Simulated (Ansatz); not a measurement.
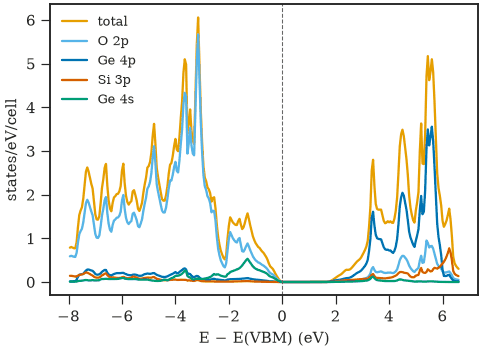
*Total and projected density of states of SiGeO$_{3}$ in space group P4mm (No. 99; Si on 1b, Ge on 1a, O on 2c, O on 1b), LDA (plane waves, PAW; program Ansatz)*

Problem. Which orbitals carry the states next to the gap?

Solution. Top 1 eV of the valence band: O 2p 57 %, Ge 4s 35 %, Ge 4p 6 %. Bottom 1 eV of the conduction band: Ge 4p 35 %, Si 3s 24 %, Si 3p 16 %, O 2s 11 %, O 2p 6 %. Projections are on Löwdin-orthogonalised atomic valence shells; empty p or d shells of many metals are not among them.

Problem. Where is the tallest occupied peak in this window, and what makes it?

Solution. Near -3.1 eV, about 6.1 states/eV per cell; the largest projected share is O 2p.

The start of the workflow was typed in or built on a structure type; neither database checked (COD, Materials Project) lists it. Its standing as an ambient phase is unchecked. The LDA relaxation kept the symmetry of its start. At this level the phase is dynamically unstable (imaginary phonons). A crystal of weakly bound units computed without a dispersion correction: the cell and the soft elastic constants depend strongly on that. Scalar-relativistic: spin–orbit coupling is off unless named, which matters more the heavier the elements.

Potentials: the earlier of the program's two PAW sets. The files were generated under PBE; for other functionals the program regenerates the frozen cores, and for LDA and PBEsol the local potential too.
